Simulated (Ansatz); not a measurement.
## GaH4ClO: nudged elastic band

GaH4ClO, computed with RKS B3LYP-D4/def2-mTZVP (Ansatz 0.2.0).

It belongs to a series of runs on one base structure; here: band between the two ends. Figures and captions count atoms from 1; the log counts them from 0 in places.

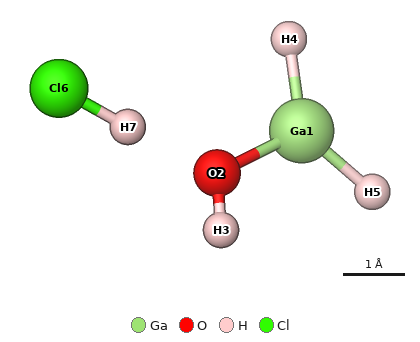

**Figure 1.** The input geometry (ball-and-stick view, seen at an oblique angle; atoms are numbered from 1 in the order of the input). Sticks mark near contacts. Bond lengths as drawn: Cl–H 1.33 Å, Ga–H 1.55 to 1.56 Å, Ga–O 1.82 Å and H–O 0.97 Å.

**The input**
```yaml
crystal:
  periodic: [false, false, false]
  atoms:
    - { symbol: Ga, position_ang: [-0.138295, -0.478404, -0.189139] }
    - { symbol: O, position_ang: [-0.480269, 0.444783, 1.341361] }
    - { symbol: H, position_ang: [-1.20949, 0.121841, 1.887348] }
    - { symbol: H, position_ang: [1.046732, 0.128533, -0.99052] }
    - { symbol: H, position_ang: [-1.06895, -1.709324, -0.449235] }
    - { symbol: Cl, position_ang: [0.857289, 3.004828, 2.292537] }
    - { symbol: H, position_ang: [0.257183, 1.881045, 1.904549] }
basis:
  gaussian: { orbitals: def2-mTZVP }
hamiltonian:
  xc: b3lyp
  dispersion: d4
neb:
  order_check: false
  images: 7
  f_tol: 0.03
  max_iterations: 60
  final_atoms:
    - { symbol: Ga, position_ang: [0.07797702, 0.39592809, -0.12815148] }
    - { symbol: O, position_ang: [-0.09758356, 0.02435556, 2.01549271] }
    - { symbol: H, position_ang: [-1.00631809, -0.2215393, 2.24799271] }
    - { symbol: H, position_ang: [1.4927918, -0.18778791, -0.43125358] }
    - { symbol: H, position_ang: [-1.32812306, -0.13577078, -0.56933603] }
    - { symbol: Cl, position_ang: [0.10273796, 2.59174948, 0.2986404] }
    - { symbol: H, position_ang: [0.02271794, 0.92636685, 2.36351628] }
  initial_path:
    images:
      - { positions_ang: [[-0.138295, -0.478404, -0.189139], [-0.480269, 0.444783, 1.341361], [-1.20949, 0.121841, 1.887348], [1.046732, 0.128533, -0.99052], [-1.06895, -1.709324, -0.449235], [0.857289, 3.004828, 2.292537], [0.257183, 1.881045, 1.904549]] }
      - { positions_ang: [[-0.0895927, -0.37522167, -0.12891229], [-0.38757741, 0.36000143, 1.55062779], [-1.16876832, 0.05647529, 2.0315732], [1.15323812, 0.06119782, -0.8982762], [-1.11119518, -1.31105251, -0.54570946], [0.67911336, 2.85294369, 1.88593814], [0.18898213, 1.74895793, 1.90165982]] }
      - { positions_ang: [[-0.04089041, -0.27203933, -0.06868557], [-0.29488582, 0.27521987, 1.75989457], [-1.12804663, -0.00889041, 2.1757984], [1.25974424, -0.00613735, -0.8060324], [-1.15344036, -0.91278101, -0.64218393], [0.50093772, 2.70105939, 1.47933928], [0.12078126, 1.61687086, 1.89877065]] }
      - { positions_ang: [[0.00781189, -0.168857, -0.00845886], [-0.20219423, 0.1904383, 1.96916136], [-1.08732495, -0.07425612, 2.32002361], [1.36625036, -0.07347253, -0.71378861], [-1.19568554, -0.51450952, -0.73865839], [0.32276208, 2.54917508, 1.07274042], [0.05258039, 1.48478379, 1.89588147]] }
      - { positions_ang: [[0.05651419, -0.06567467, 0.05176786], [-0.10950263, 0.10565673, 2.17842814], [-1.04660327, -0.13962183, 2.46424881], [1.47275648, -0.14080771, -0.62154481], [-1.23793072, -0.11623803, -0.83513286], [0.14458644, 2.39729077, 0.66614156], [-0.01562049, 1.35269672, 1.89299229]] }
      - { positions_ang: [[0.06187989, 0.04972602, 0.00678802], [-0.10652286, 0.08533144, 2.13769429], [-1.03653197, -0.1601012, 2.41018478], [1.47776531, -0.15255276, -0.573972], [-1.26047881, -0.12112122, -0.76868365], [0.13412432, 2.44590545, 0.57426627], [-0.00603588, 1.24611426, 2.01062329]] }
      - { positions_ang: [[0.0672456, 0.16512671, -0.03819181], [-0.1035431, 0.06500614, 2.09696043], [-1.02646068, -0.18058057, 2.35612076], [1.48277414, -0.16429781, -0.52639919], [-1.28302689, -0.1260044, -0.70223445], [0.1236622, 2.49452013, 0.48239098], [0.00354873, 1.13953179, 2.12825429]] }
      - { positions_ang: [[0.07261131, 0.2805274, -0.08317165], [-0.10056333, 0.04468085, 2.05622657], [-1.01638939, -0.20105993, 2.30205673], [1.48778297, -0.17604286, -0.47882639], [-1.30557498, -0.13088759, -0.63578524], [0.11320008, 2.54313481, 0.39051569], [0.01313333, 1.03294932, 2.24588528]] }
      - { positions_ang: [[0.07797702, 0.39592809, -0.12815148], [-0.09758356, 0.02435556, 2.01549271], [-1.00631809, -0.2215393, 2.24799271], [1.4927918, -0.18778791, -0.43125358], [-1.32812306, -0.13577078, -0.56933603], [0.10273796, 2.59174948, 0.2986404], [0.02271794, 0.92636685, 2.36351628]] }
```

Run on 2 threads of Intel Xeon (Granite Rapids), 32 GiB of memory available, shared host.

Launched with:
```bash
ansatz run input.yaml --threads 2 --pin off --max-ram 3072MiB --backend cpu --events-out ev --progress --plain --runs-dir out
```

**Log**
```
Engine: ansatz 0.2.0, x86_64-unknown-linux-gnu
Functional definition: B3LYP
  parameter a0 = 0.2
  parameter ax = 0.72
  parameter ac = 0.81
  exchange = (1 - a0 - ax)*slater_x + ax*b88_x + a0*exact_x
  correlation = (1 - ac)*vwn_rpa_c + ac*lyp_c
936 factors; integrals over basis functions are off by at most 6.1e-4 eV
mean field evaluation 1: about -67010.2077 eV, gradient 6.4e1 eV
mean field evaluation 2: about -66970.6153 eV, gradient 1.5e2 eV
mean field evaluation 4: about -67016.3686 eV, gradient 9.9e0 eV
mean field evaluation 8: about -67016.4909 eV, gradient 1.3e-1 eV
mean field evaluation 16: about -67016.4910 eV, gradient 1.0e-5 eV
mean field -67016.49095316 eV, -2462.8106171194 hartree, gradient 1.0e-5 eV, S^2 0.000000; 0 other end points of the search recorded, 0 dependent functions left out
the calculation of the forces begins
reference -67016.49122404 eV, -2462.8106270742 hartree; 30, 30 occupied and 64, 64 virtual orbitals, 936 factors
936 factors; integrals over basis functions are off by at most 9.2e-4 eV
mean field -67017.54098194 eV, -2462.8492049656 hartree, gradient 3.1e-5 eV, S^2 0.000000; 0 other end points of the search recorded, 0 dependent functions left out
[... from here on the field's lines of each further geometry are left out, up to the last ...]
NEB iter   1: max|band force component| = 5.245e0 eV/Å  barrier→ = 0.9607 eV  barrier← = 2.0518 eV  Δτ_max = 0.1909 Å  (231 SCF iters)
NEB iter   2: max|band force component| = 1.563e0 eV/Å  barrier→ = 0.1703 eV  barrier← = 1.2614 eV  Δτ_max = 0.1919 Å  (204 SCF iters)
NEB iter   3: max|band force component| = 1.493e0 eV/Å  barrier→ = 0.1239 eV  barrier← = 1.2150 eV  Δτ_max = 0.1993 Å  (204 SCF iters)
NEB iter   4: max|band force component| = 9.877e-1 eV/Å  barrier→ = 0.1057 eV  barrier← = 1.1968 eV  Δτ_max = 0.1983 Å  (201 SCF iters)
NEB iter   5: max|band force component| = 5.896e-1 eV/Å  barrier→ = 0.1488 eV  barrier← = 1.2399 eV  Δτ_max = 0.1965 Å  (204 SCF iters)
NEB iter   6: max|band force component| = 5.439e-1 eV/Å  barrier→ = 0.2048 eV  barrier← = 1.2959 eV  Δτ_max = 0.0749 Å  (205 SCF iters)
NEB iter   7: max|band force component| = 3.803e-1 eV/Å  barrier→ = 0.1950 eV  barrier← = 1.2861 eV  CI = image 4  Δτ_max = 0.1165 Å  (202 SCF iters)
NEB iter   8: max|band force component| = 2.843e-1 eV/Å  barrier→ = 0.1483 eV  barrier← = 1.2394 eV  CI = image 4  Δτ_max = 0.1982 Å  (203 SCF iters)
NEB iter   9: max|band force component| = 2.479e-1 eV/Å  barrier→ = 0.0940 eV  barrier← = 1.1851 eV  CI = image 4  Δτ_max = 0.1368 Å  (202 SCF iters)
NEB iter  10: max|band force component| = 2.863e-1 eV/Å  barrier→ = 0.0673 eV  barrier← = 1.1584 eV  CI = image 4  Δτ_max = 0.0681 Å  (200 SCF iters)
NEB iter  11: max|band force component| = 2.581e-1 eV/Å  barrier→ = 0.0483 eV  barrier← = 1.1394 eV  CI = image 4  Δτ_max = 0.0686 Å  (198 SCF iters)
NEB iter  12: max|band force component| = 2.486e-1 eV/Å  barrier→ = 0.0414 eV  barrier← = 1.1325 eV  CI = image 4  Δτ_max = 0.0510 Å  (203 SCF iters)
NEB iter  13: max|band force component| = 1.106e-1 eV/Å  barrier→ = 0.0400 eV  barrier← = 1.1312 eV  CI = image 4  Δτ_max = 0.0458 Å  (192 SCF iters)
NEB iter  14: max|band force component| = 1.260e-1 eV/Å  barrier→ = 0.0400 eV  barrier← = 1.1311 eV  CI = image 4  Δτ_max = 0.0099 Å  (199 SCF iters)
NEB iter  15: max|band force component| = 7.719e-2 eV/Å  barrier→ = 0.0397 eV  barrier← = 1.1309 eV  CI = image 4  Δτ_max = 0.0129 Å  (168 SCF iters)
the calculation of the forces begins
reference -67017.45308381 eV, -2462.8459747689 hartree; 30, 30 occupied and 64, 64 virtual orbitals, 936 factors
936 factors; integrals over basis functions are off by at most 7.0e-4 eV
mean field evaluation 960: about -66973.3930 eV, gradient 1.5e2 eV
mean field -67016.41684214 eV, -2462.8078935898 hartree, gradient 1.8e-5 eV, S^2 0.000000; 1 other end points of the search recorded, 0 dependent functions left out
the calculation of the forces begins
reference -67016.41709673 eV, -2462.8079029457 hartree; 30, 30 occupied and 64, 64 virtual orbitals, 936 factors
NEB iter  16: max|band force component| = 2.264e-2 eV/Å  barrier→ = 0.0397 eV  barrier← = 1.1308 eV  CI = image 4  Δτ_max = 0.0000 Å  (350 SCF iters)
```

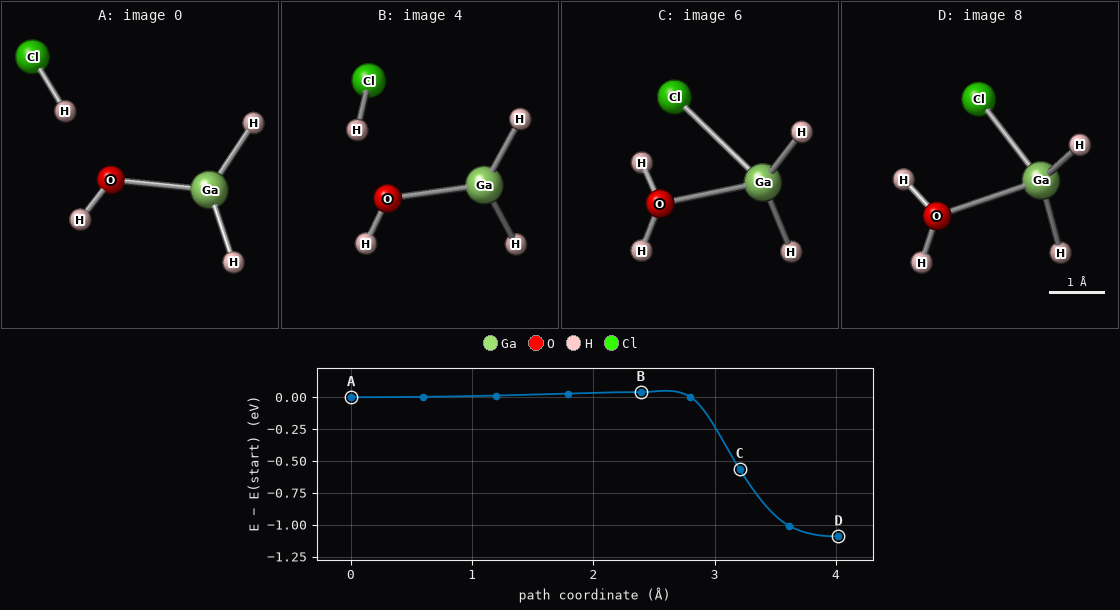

**Figure 2.** Images of the last band (counted from 0; ball-and-stick, seen at a tilt) above the energy along the path; the line is a cubic interpolation that uses the forces. The highest image is number 4, 0.040 eV above the start and 1.131 eV above the end (the climbing image); the end lies 1.091 eV below the start. The path is 4.02 Å long. The band converged in 16 iterations.

```
Total energy: -67016.61680142 eV, -2462.8152419579 hartree
Atom 0 at    -0.021838    -0.211092     0.021484 Å, force    -0.002539     0.001126    -0.009421 eV/Å
Atom 1 at    -0.124933    -0.035211     1.854766 Å, force    -0.006861    -0.000142     0.021620 eV/Å
Atom 2 at    -1.012512    -0.165715     2.216349 Å, force     0.008954     0.000745    -0.010510 eV/Å
Atom 3 at     1.446270    -0.227345    -0.485125 Å, force    -0.000781     0.000276     0.000102 eV/Å
Atom 4 at    -1.388132    -0.425604    -0.705701 Å, force     0.001028    -0.000872     0.001364 eV/Å
Atom 5 at     0.238883     2.804064     1.102694 Å, force     0.002139     0.009959    -0.003612 eV/Å
Atom 6 at     0.126462     1.654205     1.792435 Å, force    -0.001939    -0.011092     0.000457 eV/Å
Dipole moment:    -0.285251    -0.477990    -0.082771 e Å
this run last wrote the band of iteration 16 to [file]
```

**The last band as extended XYZ (Å, eV, eV/Å)**
```
7
Properties=species:S:1:pos:R:3:forces:R:3 image=0 energy=-67016.65623
Ga   -0.1383   -0.4784   -0.1891   -0.0102  -0.0112  -0.0011
O    -0.4803    0.4448    1.3414   -0.0154  -0.0223  -0.0090
H    -1.2095    0.1218    1.8873    0.0138   0.0127  -0.0017
H     1.0467    0.1285   -0.9905   -0.0083  -0.0049   0.0052
H    -1.0690   -1.7093   -0.4492    0.0208   0.0274   0.0069
Cl    0.8573    3.0048    2.2925    0.0001  -0.0005   0.0003
H     0.2572    1.8810    1.9045   -0.0008  -0.0013  -0.0006
7
Properties=species:S:1:pos:R:3:forces:R:3 image=1 energy=-67016.65310
Ga   -0.1248   -0.4575   -0.1651   -0.0009  -0.0021  -0.0012
O    -0.3262    0.2896    1.4832    0.0001   0.0050  -0.0005
H    -1.1257    0.0495    1.9700   -0.0028  -0.0001  -0.0030
H     1.1812    0.0094   -0.8643   -0.0018   0.0012  -0.0020
H    -1.2627   -1.4360   -0.5998    0.0020  -0.0055   0.0017
Cl    0.6723    3.0938    2.0847    0.0031   0.0002   0.0045
H     0.2502    1.8446    1.8883    0.0003   0.0012   0.0004
7
Properties=species:S:1:pos:R:3:forces:R:3 image=2 energy=-67016.64344
Ga   -0.0948   -0.4086   -0.1118   -0.0028  -0.0035  -0.0024
O    -0.2268    0.1525    1.6201   -0.0013   0.0052  -0.0031
H    -1.0764   -0.0153    2.0497   -0.0025   0.0027  -0.0053
H     1.3027   -0.1062   -0.7181   -0.0024   0.0007  -0.0038
H    -1.3688   -1.1034   -0.6908    0.0022  -0.0132   0.0018
Cl    0.5053    3.0889    1.7936    0.0052   0.0023   0.0123
H     0.2231    1.7853    1.8541    0.0016   0.0058   0.0006
7
Properties=species:S:1:pos:R:3:forces:R:3 image=3 energy=-67016.62738
Ga   -0.0603   -0.3306   -0.0448   -0.0031  -0.0088   0.0069
O    -0.1678    0.0415    1.7460   -0.0060   0.0009  -0.0072
H    -1.0443   -0.0863    2.1345    0.0047   0.0059  -0.0101
H     1.3892   -0.1898   -0.5836   -0.0011   0.0011  -0.0052
H    -1.4019   -0.7566   -0.7221   -0.0021  -0.0154  -0.0024
Cl    0.3662    2.9946    1.4506    0.0043   0.0019   0.0173
H     0.1831    1.7205    1.8163    0.0032   0.0144   0.0006
7
Properties=species:S:1:pos:R:3:forces:R:3 image=4 energy=-67016.61655
Ga   -0.0218   -0.2111    0.0215   -0.0025   0.0011  -0.0094
O    -0.1249   -0.0352    1.8548   -0.0069  -0.0001   0.0216
H    -1.0125   -0.1657    2.2163    0.0090   0.0007  -0.0105
H     1.4463   -0.2273   -0.4851   -0.0008   0.0003   0.0001
H    -1.3881   -0.4256   -0.7057    0.0010  -0.0009   0.0014
Cl    0.2389    2.8041    1.1027    0.0021   0.0100  -0.0036
H     0.1265    1.6542    1.7924   -0.0019  -0.0111   0.0005
7
Properties=species:S:1:pos:R:3:forces:R:3 image=5 energy=-67016.65288
Ga    0.0079   -0.0474   -0.0019    0.0280   0.2366  -0.0386
O    -0.1078    0.0840    1.8995    0.0352   0.1599   0.0855
H    -0.9880   -0.1183    2.2509    0.0379   0.1015   0.0329
H     1.4724   -0.2093   -0.4797    0.0342   0.0149   0.0152
H    -1.3716   -0.3625   -0.6672    0.0250   0.0980   0.0606
Cl    0.2077    2.6500    0.9890   -0.0407  -0.2382  -0.1692
H     0.0437    1.3967    1.8063   -0.1195  -0.3726   0.0136
7
Properties=species:S:1:pos:R:3:forces:R:3 image=6 energy=-67017.21956
Ga    0.0361    0.1492   -0.0506    0.0962   0.7693  -0.1901
O    -0.0957    0.1238    1.9572    0.0507   0.1578   0.2478
H    -0.9837   -0.1007    2.2753    0.0048   0.1104   0.0944
H     1.4864   -0.2026   -0.4742    0.0418  -0.0197   0.0324
H    -1.3477   -0.3148   -0.6347    0.0822   0.1976   0.1407
Cl    0.1786    2.5669    0.7940   -0.0758  -0.3364  -0.8022
H    -0.0097    1.1714    1.9299   -0.2000  -0.8791   0.4769
7
Properties=species:S:1:pos:R:3:forces:R:3 image=7 energy=-67017.66301
Ga    0.0671    0.3104   -0.1016    0.0410   0.2067  -0.0647
O    -0.0948    0.0734    2.0096   -0.0053  -0.0553   0.0770
H    -0.9954   -0.1503    2.2898   -0.0191  -0.0500   0.0222
H     1.4939   -0.1973   -0.4666    0.0097  -0.0129   0.0199
H    -1.3247   -0.2145   -0.6021    0.0294   0.1239   0.0506
Cl    0.1376    2.5205    0.5446   -0.0469  -0.0633  -0.3562
H    -0.0195    1.0511    2.1232   -0.0088  -0.1491   0.2513
7
Properties=species:S:1:pos:R:3:forces:R:3 image=8 energy=-67017.74736
Ga    0.0780    0.3959   -0.1282    0.0104  -0.0097  -0.0162
O    -0.0976    0.0244    2.0155   -0.0004   0.0174  -0.0078
H    -1.0063   -0.2215    2.2480   -0.0042  -0.0069   0.0043
H     1.4928   -0.1878   -0.4313   -0.0045   0.0041  -0.0002
H    -1.3281   -0.1358   -0.5693   -0.0019   0.0023   0.0022
Cl    0.1027    2.5917    0.2986    0.0000  -0.0090   0.0065
H     0.0227    0.9264    2.3635    0.0006   0.0018   0.0112
```

**Results in brief**

- outcome: converged
- barrier, forward: 0.040 eV
- barrier, backward: 1.131 eV
- wall time: 2 min (CPU time 3.7 min)
- peak memory: 0.21 GiB

**Notes**

The order of the saddle point was not checked.
